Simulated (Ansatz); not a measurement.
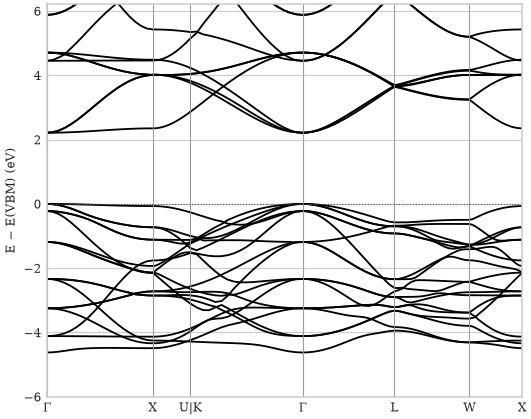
*Band structure from r²SCAN (plane waves, PAW; program Ansatz)*

Question: Read off the gap and where the band edges lie.

Answer: About 2.2 eV (2.21 eV by a search for the band edges); maximum at Γ, minimum at Γ.

Question: Which of these materials gives this?
A) BaSrTi2O6, Fm-3m (Sr on 4a, Ti on 8c, O on 24d, Ba on 4b)
B) MnO2, Fd-3m (Mn on 16d, O on 32e)
C) Mg2H6Os, Fm-3m (Mg on 8c, H on 24e, Os on 4a)
D) SrO, rock salt

Answer: A, BaSrTi2O6, Fm-3m (Sr on 4a, Ti on 8c, O on 24d, Ba on 4b)

The start of the workflow was typed in or built on a structure type; neither database checked (COD, Materials Project) lists it. Whether it is the stable phase at ambient conditions was not checked. The r²SCAN relaxation kept the symmetry of its start; whether a distortion lowers the energy is not shown. The workflow began spin-polarised and lost its moments. Spin–orbit coupling is left out wherever it is not named.

Potentials: the later of the program's two PAW sets.
